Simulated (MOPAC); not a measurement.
# Run report: InN₂H₄Br (charge +1), geometry relaxation (part 2 of 2)

Continued. System: InN₂H₄Br, charge +1, multiplicity 2. Method: PM3, unrestricted (MOPAC 23.2.5). The starting geometry was optimised with PM3.

Geometry of the input (Å):
```
N  -0.8531  1.6271  -0.0110
In -0.1116  -0.2091  -0.4995
N  0.7604  -1.4981  0.8186
Br -1.1017  -1.1586  -2.1504
H  -1.3789  2.1363  -0.6802
H  -0.3179  2.2245  0.5730
H  0.9763  -2.4221  0.5300
H  1.4221  -1.1488  1.4702
```

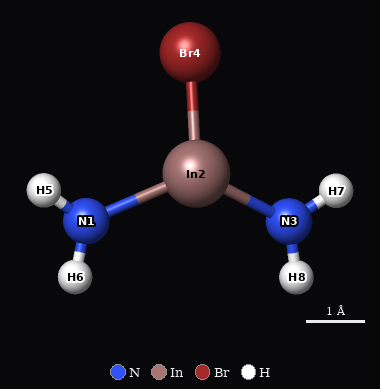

The geometry at step 25 of the log (ball-and-stick view, seen at a tilt; atoms are numbered from 1 in the order of the input).

## Trajectory as extended XYZ, continued
```
8
Properties=species:S:1:pos:R:3:forces:R:3 step=10 energy=7.50658
N    -0.8130    1.6914   -0.0561   -0.0617   0.0664   0.1475
In   -0.1294   -0.2196   -0.5132    0.0902   0.1050  -0.0462
N     0.8349   -1.5187    0.7909   -0.0493   0.3393   0.1352
Br   -1.0995   -1.1610   -2.1381   -0.0678  -0.0112   0.0455
H    -1.4141    2.2043   -0.6541    0.1017  -0.0437  -0.0422
H    -0.4577    2.2316    0.6957   -0.0635  -0.0762  -0.1156
H     0.9895   -2.4619    0.5654    0.1004  -0.3051  -0.0962
H     1.3260   -1.2137    1.5942   -0.0500  -0.0745  -0.0280
8
Properties=species:S:1:pos:R:3:forces:R:3 step=11 energy=7.49930
N    -0.8178    1.6922   -0.0589   -0.1306   0.0323   0.1091
In   -0.1173   -0.2129   -0.5184    0.0843   0.0986  -0.0314
N     0.8239   -1.5277    0.7857    0.0113   0.2101   0.0959
Br   -1.1017   -1.1631   -2.1258   -0.0749  -0.0126   0.0056
H    -1.4089    2.2026   -0.6686    0.0920  -0.0264  -0.0526
H    -0.4951    2.2292    0.7073   -0.0019  -0.0476  -0.0693
H     1.0004   -2.4659    0.5372    0.0672  -0.1250  -0.0071
H     1.2974   -1.2275    1.6017   -0.0474  -0.1293  -0.0502
8
Properties=species:S:1:pos:R:3:forces:R:3 step=12 energy=7.49080
N    -0.8303    1.6918   -0.0586   -0.2031  -0.0375  -0.0268
In   -0.0956   -0.2014   -0.5262    0.0374   0.0886  -0.0728
N     0.8056   -1.5397    0.7788    0.1057  -0.0580   0.0246
Br   -1.1077   -1.1671   -2.1097   -0.0616   0.0080  -0.0078
H    -1.3973    2.1972   -0.6962    0.1002   0.0028   0.0113
H    -0.5461    2.2251    0.7217    0.0431   0.0151  -0.0077
H     1.0172   -2.4697    0.5046   -0.0163   0.0854   0.0613
H     1.2560   -1.2553    1.6111   -0.0054  -0.1042   0.0180
8
Properties=species:S:1:pos:R:3:forces:R:3 step=13 energy=7.48560
N    -0.8413    1.6881   -0.0562   -0.2010  -0.0434  -0.0944
In   -0.0821   -0.1935   -0.5336    0.0692   0.0143  -0.0257
N     0.7972   -1.5478    0.7800    0.1023  -0.0942  -0.0419
Br   -1.1125   -1.1687   -2.1013   -0.0555   0.0118  -0.0117
H    -1.3880    2.1947   -0.7101    0.0707   0.0195   0.0189
H    -0.5707    2.2232    0.7261    0.0572   0.0392   0.0471
H     1.0254   -2.4714    0.4932   -0.0437   0.1258   0.0689
H     1.2350   -1.2752    1.6220    0.0008  -0.0729   0.0388
8
Properties=species:S:1:pos:R:3:forces:R:3 step=14 energy=7.47942
N    -0.8654    1.6826   -0.0554   -0.1091   0.0096  -0.0747
In   -0.0540   -0.1804   -0.5456    0.0448  -0.0311   0.0220
N     0.7846   -1.5627    0.7803    0.1257  -0.0829   0.0015
Br   -1.1239   -1.1704   -2.0862   -0.0197   0.0313   0.0059
H    -1.3700    2.1944   -0.7394    0.0497   0.0168   0.0701
H    -0.6215    2.2195    0.7374    0.0073  -0.0246  -0.0426
H     1.0404   -2.4731    0.4756   -0.0654   0.1072   0.0289
H     1.1910   -1.3180    1.6475   -0.0332  -0.0263  -0.0111
8
Properties=species:S:1:pos:R:3:forces:R:3 step=15 energy=7.47796
N    -0.8756    1.6786   -0.0574   -0.0172  -0.0236  -0.0778
In   -0.0454   -0.1781   -0.5477    0.0106  -0.0511   0.0270
N     0.7850   -1.5663    0.7825    0.0605   0.0094   0.0063
Br   -1.1285   -1.1685   -2.0835    0.0061   0.0382   0.0249
H    -1.3639    2.1968   -0.7452   -0.0282   0.0323  -0.0127
H    -0.6324    2.2173    0.7325    0.0204  -0.0079   0.0464
H     1.0423   -2.4719    0.4750   -0.0309  -0.0104  -0.0249
H     1.1797   -1.3322    1.6572   -0.0212   0.0131   0.0108
8
Properties=species:S:1:pos:R:3:forces:R:3 step=16 energy=7.47731
N    -0.8768    1.6787   -0.0621    0.0148  -0.0008   0.0347
In   -0.0452   -0.1799   -0.5465    0.0110  -0.0047   0.0126
N     0.7889   -1.5664    0.7823    0.0088   0.0296   0.0343
Br   -1.1290   -1.1663   -2.0829    0.0021   0.0260   0.0158
H    -1.3648    2.2002   -0.7466   -0.0360   0.0319  -0.0414
H    -0.6356    2.2151    0.7326    0.0066  -0.0500  -0.0241
H     1.0417   -2.4719    0.4731   -0.0004  -0.0340  -0.0165
H     1.1767   -1.3342    1.6608   -0.0068   0.0021  -0.0154
8
Properties=species:S:1:pos:R:3:forces:R:3 step=17 energy=7.47704
N    -0.8782    1.6781   -0.0645    0.0057  -0.0020  -0.0042
In   -0.0455   -0.1815   -0.5455    0.0063   0.0221   0.0029
N     0.7910   -1.5659    0.7829   -0.0210   0.0150   0.0085
Br   -1.1291   -1.1642   -2.0828   -0.0021   0.0158   0.0087
H    -1.3657    2.2022   -0.7487   -0.0145   0.0024  -0.0124
H    -0.6337    2.2121    0.7299    0.0033  -0.0239  -0.0043
H     1.0407   -2.4720    0.4724    0.0110  -0.0281  -0.0022
H     1.1777   -1.3337    1.6611    0.0114  -0.0014   0.0031
8
Properties=species:S:1:pos:R:3:forces:R:3 step=18 energy=7.47694
N    -0.8811    1.6768   -0.0667    0.0075   0.0152  -0.0145
In   -0.0429   -0.1808   -0.5459   -0.0005   0.0138   0.0021
N     0.7903   -1.5675    0.7829   -0.0133  -0.0080  -0.0026
Br   -1.1300   -1.1630   -2.0808    0.0007   0.0137   0.0054
H    -1.3651    2.2028   -0.7529   -0.0023  -0.0151   0.0131
H    -0.6380    2.2088    0.7297   -0.0060  -0.0158  -0.0121
H     1.0420   -2.4729    0.4694    0.0044   0.0038   0.0173
H     1.1740   -1.3373    1.6632    0.0096  -0.0077  -0.0087
8
Properties=species:S:1:pos:R:3:forces:R:3 step=19 energy=7.47688
N    -0.8807    1.6761   -0.0679    0.0045   0.0073  -0.0102
In   -0.0441   -0.1814   -0.5452    0.0080   0.0049  -0.0067
N     0.7909   -1.5670    0.7828   -0.0134  -0.0221  -0.0101
Br   -1.1294   -1.1621   -2.0810   -0.0038   0.0081   0.0000
H    -1.3664    2.2025   -0.7522   -0.0058  -0.0087   0.0036
H    -0.6350    2.2067    0.7281   -0.0047   0.0021   0.0030
H     1.0415   -2.4735    0.4714    0.0002   0.0065   0.0092
H     1.1769   -1.3359    1.6614    0.0150   0.0020   0.0114
8
Properties=species:S:1:pos:R:3:forces:R:3 step=20 energy=7.47685
N    -0.8807    1.6761   -0.0682    0.0062   0.0028  -0.0026
In   -0.0439   -0.1811   -0.5455    0.0123  -0.0038  -0.0012
N     0.7905   -1.5675    0.7828   -0.0067  -0.0123  -0.0027
Br   -1.1294   -1.1620   -2.0806   -0.0050   0.0072  -0.0023
H    -1.3668    2.2020   -0.7523   -0.0076  -0.0031   0.0001
H    -0.6356    2.2062    0.7283   -0.0061   0.0042  -0.0001
H     1.0418   -2.4739    0.4720   -0.0021   0.0028   0.0036
H     1.1771   -1.3361    1.6613    0.0090   0.0022   0.0052
8
Properties=species:S:1:pos:R:3:forces:R:3 step=21 energy=7.47683
N    -0.8812    1.6759   -0.0686    0.0064  -0.0006   0.0042
In   -0.0432   -0.1808   -0.5458    0.0134  -0.0105   0.0022
N     0.7899   -1.5683    0.7828    0.0001   0.0002   0.0058
Br   -1.1297   -1.1617   -2.0801   -0.0046   0.0071  -0.0033
H    -1.3675    2.2013   -0.7529   -0.0082   0.0008  -0.0022
H    -0.6374    2.2057    0.7285   -0.0061   0.0047  -0.0038
H     1.0423   -2.4744    0.4724   -0.0043  -0.0030  -0.0011
H     1.1767   -1.3367    1.6614    0.0033   0.0012  -0.0019
8
Properties=species:S:1:pos:R:3:forces:R:3 step=22 energy=7.47680
N    -0.8816    1.6757   -0.0693    0.0053  -0.0039   0.0077
In   -0.0424   -0.1809   -0.5459    0.0138  -0.0128   0.0034
N     0.7897   -1.5689    0.7832    0.0037   0.0087   0.0086
Br   -1.1300   -1.1611   -2.0798   -0.0044   0.0065  -0.0035
H    -1.3687    2.2005   -0.7533   -0.0080   0.0020  -0.0049
H    -0.6388    2.2054    0.7281   -0.0050   0.0061  -0.0034
H     1.0426   -2.4748    0.4731   -0.0057  -0.0072  -0.0037
H     1.1771   -1.3367    1.6615    0.0002   0.0007  -0.0042
8
Properties=species:S:1:pos:R:3:forces:R:3 step=23 energy=7.47674
N    -0.8838    1.6745   -0.0718   -0.0003  -0.0110   0.0098
In   -0.0392   -0.1818   -0.5462    0.0067  -0.0094   0.0061
N     0.7891   -1.5707    0.7853    0.0144   0.0276   0.0105
Br   -1.1318   -1.1582   -2.0793   -0.0014   0.0038  -0.0020
H    -1.3739    2.1971   -0.7554   -0.0019  -0.0013  -0.0074
H    -0.6444    2.2051    0.7260    0.0004   0.0067  -0.0004
H     1.0434   -2.4764    0.4764   -0.0105  -0.0154  -0.0101
H     1.1792   -1.3363    1.6621   -0.0074  -0.0011  -0.0064
8
Properties=species:S:1:pos:R:3:forces:R:3 step=24 energy=7.47672
N    -0.8837    1.6743   -0.0717    0.0009  -0.0078   0.0069
In   -0.0394   -0.1822   -0.5460    0.0048  -0.0046   0.0029
N     0.7896   -1.5701    0.7855    0.0095   0.0173   0.0058
Br   -1.1319   -1.1580   -2.0797   -0.0005   0.0043   0.0002
H    -1.3739    2.1970   -0.7553   -0.0015  -0.0046  -0.0061
H    -0.6437    2.2055    0.7255   -0.0005   0.0058   0.0003
H     1.0429   -2.4762    0.4765   -0.0087  -0.0098  -0.0057
H     1.1797   -1.3359    1.6622   -0.0040  -0.0006  -0.0043
8
Properties=species:S:1:pos:R:3:forces:R:3 step=25 energy=7.47669
N    -0.8852    1.6725   -0.0728    0.0031   0.0021  -0.0107
In   -0.0379   -0.1846   -0.5452   -0.0150   0.0281  -0.0050
N     0.7913   -1.5688    0.7882    0.0029  -0.0217  -0.0181
Br   -1.1335   -1.1549   -2.0811    0.0050   0.0019   0.0081
H    -1.3778    2.1926   -0.7573    0.0062  -0.0186   0.0050
H    -0.6443    2.2077    0.7215   -0.0003  -0.0042   0.0021
H     1.0406   -2.4768    0.4795   -0.0062   0.0127   0.0111
H     1.1837   -1.3337    1.6632    0.0042  -0.0002   0.0075
8
Properties=species:S:1:pos:R:3:forces:R:3 step=26 energy=7.47666
N    -0.8844    1.6729   -0.0724    0.0002   0.0023  -0.0041
In   -0.0387   -0.1838   -0.5453   -0.0029   0.0097  -0.0018
N     0.7909   -1.5691    0.7872    0.0032  -0.0048  -0.0058
Br   -1.1329   -1.1559   -2.0807    0.0021   0.0025   0.0045
H    -1.3766    2.1934   -0.7567    0.0027  -0.0116   0.0017
H    -0.6436    2.2071    0.7226   -0.0007  -0.0002   0.0014
H     1.0410   -2.4768    0.4790   -0.0057   0.0025   0.0031
H     1.1828   -1.3342    1.6627    0.0011  -0.0003   0.0011
8
Properties=species:S:1:pos:R:3:forces:R:3 step=27 energy=7.47665
N    -0.8844    1.6725   -0.0728    0.0006  -0.0007   0.0027
In   -0.0386   -0.1838   -0.5452    0.0009   0.0031  -0.0009
N     0.7911   -1.5694    0.7872    0.0038   0.0019  -0.0007
Br   -1.1329   -1.1554   -2.0806    0.0017   0.0013   0.0035
H    -1.3774    2.1917   -0.7573    0.0002  -0.0053  -0.0015
H    -0.6440    2.2071    0.7221   -0.0015   0.0023  -0.0012
H     1.0405   -2.4773    0.4799   -0.0054  -0.0023  -0.0004
H     1.1834   -1.3340    1.6625   -0.0004  -0.0002  -0.0015
8
Properties=species:S:1:pos:R:3:forces:R:3 step=28 energy=7.47665
N    -0.8847    1.6709   -0.0739   -0.0039   0.0000   0.0064
In   -0.0378   -0.1844   -0.5449    0.0086  -0.0078   0.0007
N     0.7918   -1.5696    0.7880    0.0028   0.0093   0.0081
Br   -1.1336   -1.1532   -2.0806    0.0012  -0.0026   0.0023
H    -1.3804    2.1856   -0.7596   -0.0023   0.0063  -0.0021
H    -0.6454    2.2082    0.7194   -0.0009   0.0039  -0.0037
H     1.0383   -2.4789    0.4830   -0.0029  -0.0080  -0.0057
H     1.1859   -1.3328    1.6622   -0.0025  -0.0011  -0.0060
8
Properties=species:S:1:pos:R:3:forces:R:3 step=29 energy=7.47664
N    -0.8853    1.6708   -0.0740   -0.0007  -0.0002   0.0024
In   -0.0373   -0.1844   -0.5450    0.0035  -0.0024   0.0013
N     0.7917   -1.5697    0.7881    0.0028   0.0048   0.0024
Br   -1.1338   -1.1531   -2.0804    0.0021  -0.0026   0.0025
H    -1.3803    2.1857   -0.7600   -0.0023   0.0051  -0.0008
H    -0.6462    2.2082    0.7192   -0.0008   0.0010  -0.0018
H     1.0384   -2.4789    0.4826   -0.0033  -0.0043  -0.0035
H     1.1853   -1.3334    1.6625   -0.0014  -0.0014  -0.0024
8
Properties=species:S:1:pos:R:3:forces:R:3 step=30 energy=7.47666
N    -0.8865    1.6718   -0.0738    0.0089   0.0041  -0.0061
In   -0.0365   -0.1838   -0.5456   -0.0097   0.0193   0.0012
N     0.7908   -1.5702    0.7872   -0.0009  -0.0181  -0.0151
Br   -1.1337   -1.1544   -2.0792    0.0023  -0.0013   0.0002
H    -1.3773    2.1909   -0.7601   -0.0007  -0.0127   0.0028
H    -0.6481    2.2075    0.7209   -0.0014  -0.0028   0.0008
H     1.0401   -2.4779    0.4780   -0.0052   0.0115   0.0102
H     1.1807   -1.3365    1.6636    0.0067   0.0000   0.0059
8
Properties=species:S:1:pos:R:3:forces:R:3 step=31 energy=7.47663
N    -0.8855    1.6711   -0.0740   -0.0010   0.0016   0.0005
In   -0.0371   -0.1842   -0.5451    0.0019   0.0027  -0.0008
N     0.7915   -1.5699    0.7877    0.0000  -0.0020  -0.0003
Br   -1.1337   -1.1534   -2.0801    0.0019  -0.0021   0.0021
H    -1.3796    2.1869   -0.7601   -0.0016   0.0002   0.0002
H    -0.6468    2.2082    0.7196    0.0000   0.0010  -0.0012
H     1.0386   -2.4788    0.4813   -0.0030  -0.0005   0.0004
H     1.1841   -1.3342    1.6627    0.0018  -0.0009  -0.0011
8
Properties=species:S:1:pos:R:3:forces:R:3 step=32 energy=7.47663
N    -0.8856    1.6709   -0.0741   -0.0019   0.0006  -0.0005
In   -0.0370   -0.1842   -0.5451    0.0025   0.0010   0.0004
N     0.7915   -1.5700    0.7878    0.0004   0.0006  -0.0002
Br   -1.1337   -1.1532   -2.0800    0.0018  -0.0028   0.0016
H    -1.3801    2.1863   -0.7603   -0.0011   0.0023  -0.0001
H    -0.6469    2.2083    0.7192    0.0002   0.0010   0.0003
H     1.0383   -2.4791    0.4817   -0.0024  -0.0010  -0.0013
H     1.1845   -1.3341    1.6625    0.0005  -0.0017  -0.0003
8
Properties=species:S:1:pos:R:3:forces:R:3 step=33 energy=7.47663
N    -0.8859    1.6710   -0.0742   -0.0003   0.0001  -0.0020
In   -0.0367   -0.1840   -0.5452    0.0008  -0.0001   0.0020
N     0.7913   -1.5703    0.7876    0.0007   0.0021  -0.0012
Br   -1.1337   -1.1533   -2.0797    0.0020  -0.0024   0.0011
H    -1.3801    2.1863   -0.7606   -0.0022   0.0019   0.0003
H    -0.6475    2.2084    0.7192    0.0009   0.0011   0.0008
H     1.0382   -2.4793    0.4813   -0.0032  -0.0014  -0.0011
H     1.1841   -1.3347    1.6625    0.0014  -0.0013   0.0000
8
Properties=species:S:1:pos:R:3:forces:R:3 step=34 energy=7.47662
N    -0.8860    1.6713   -0.0741    0.0007  -0.0003  -0.0036
In   -0.0368   -0.1838   -0.5451    0.0000   0.0010   0.0011
N     0.7911   -1.5706    0.7872    0.0000   0.0005  -0.0027
Br   -1.1335   -1.1536   -2.0795    0.0016  -0.0015   0.0010
H    -1.3801    2.1867   -0.7606   -0.0021   0.0007   0.0002
H    -0.6475    2.2088    0.7191    0.0006   0.0009   0.0022
H     1.0377   -2.4796    0.4806   -0.0029   0.0004  -0.0002
H     1.1840   -1.3352    1.6620    0.0023  -0.0016   0.0021
8
Properties=species:S:1:pos:R:3:forces:R:3 step=35 energy=7.47661
N    -0.8866    1.6719   -0.0745    0.0016   0.0007  -0.0025
In   -0.0365   -0.1831   -0.5450   -0.0021   0.0038  -0.0003
N     0.7907   -1.5715    0.7861   -0.0004  -0.0010  -0.0003
Br   -1.1331   -1.1540   -2.0787    0.0010  -0.0009   0.0001
H    -1.3808    2.1873   -0.7610   -0.0009  -0.0022   0.0004
H    -0.6483    2.2097    0.7187    0.0005  -0.0011   0.0007
H     1.0359   -2.4808    0.4791   -0.0033   0.0039   0.0000
H     1.1838   -1.3370    1.6611    0.0037  -0.0034   0.0019
8
Properties=species:S:1:pos:R:3:forces:R:3 step=36 energy=7.47661
N    -0.8876    1.6728   -0.0751    0.0046   0.0003  -0.0008
In   -0.0361   -0.1820   -0.5447   -0.0032   0.0030  -0.0010
N     0.7901   -1.5731    0.7845   -0.0034  -0.0010   0.0004
Br   -1.1323   -1.1548   -2.0774    0.0001   0.0006  -0.0011
H    -1.3821    2.1877   -0.7617   -0.0014  -0.0032  -0.0004
H    -0.6491    2.2114    0.7177    0.0000  -0.0026   0.0001
H     1.0325   -2.4828    0.4764   -0.0020   0.0073   0.0009
H     1.1841   -1.3402    1.6595    0.0054  -0.0043   0.0020
8
Properties=species:S:1:pos:R:3:forces:R:3 step=37 energy=7.47661
N    -0.8875    1.6728   -0.0751    0.0037   0.0001  -0.0006
In   -0.0362   -0.1820   -0.5447   -0.0021   0.0017  -0.0014
N     0.7901   -1.5730    0.7846   -0.0027  -0.0005   0.0008
Br   -1.1323   -1.1548   -2.0775    0.0002   0.0006  -0.0005
H    -1.3823    2.1874   -0.7616   -0.0014  -0.0021  -0.0001
H    -0.6488    2.2114    0.7175   -0.0001  -0.0019  -0.0001
H     1.0321   -2.4828    0.4765   -0.0015   0.0052   0.0007
H     1.1846   -1.3403    1.6594    0.0038  -0.0029   0.0011
8
Properties=species:S:1:pos:R:3:forces:R:3 step=38 energy=7.47660
N    -0.8867    1.6722   -0.0749   -0.0014   0.0004   0.0008
In   -0.0369   -0.1825   -0.5448    0.0059  -0.0037   0.0045
N     0.7903   -1.5720    0.7858    0.0021   0.0039   0.0003
Br   -1.1323   -1.1543   -2.0783   -0.0015  -0.0022  -0.0011
H    -1.3833    2.1861   -0.7606   -0.0003   0.0020   0.0001
H    -0.6467    2.2108    0.7173   -0.0005   0.0015  -0.0002
H     1.0318   -2.4818    0.4779   -0.0018  -0.0038  -0.0024
H     1.1875   -1.3393    1.6596   -0.0025   0.0019  -0.0021
8
Properties=species:S:1:pos:R:3:forces:R:3 step=39 energy=7.47660
N    -0.8872    1.6727   -0.0751    0.0008   0.0003   0.0007
In   -0.0365   -0.1820   -0.5446    0.0014  -0.0022   0.0016
N     0.7901   -1.5727    0.7850    0.0005   0.0017   0.0005
Br   -1.1321   -1.1547   -2.0777   -0.0005  -0.0001  -0.0002
H    -1.3837    2.1864   -0.7611   -0.0002   0.0002  -0.0001
H    -0.6476    2.2116    0.7169   -0.0006   0.0000  -0.0005
H     1.0305   -2.4827    0.4766   -0.0011  -0.0001  -0.0009
H     1.1870   -1.3407    1.6590   -0.0004   0.0002  -0.0010
8
Properties=species:S:1:pos:R:3:forces:R:3 step=40 energy=7.47660
N    -0.8873    1.6728   -0.0752    0.0005   0.0002   0.0007
In   -0.0364   -0.1819   -0.5445    0.0002  -0.0009  -0.0002
N     0.7900   -1.5728    0.7848    0.0000   0.0001   0.0004
Br   -1.1320   -1.1547   -2.0776   -0.0003   0.0002   0.0002
H    -1.3841    2.1863   -0.7612    0.0004   0.0003   0.0000
H    -0.6477    2.2119    0.7167   -0.0006  -0.0004  -0.0005
H     1.0299   -2.4829    0.4762    0.0001   0.0003   0.0000
H     1.1873   -1.3410    1.6587   -0.0004   0.0003  -0.0005
```
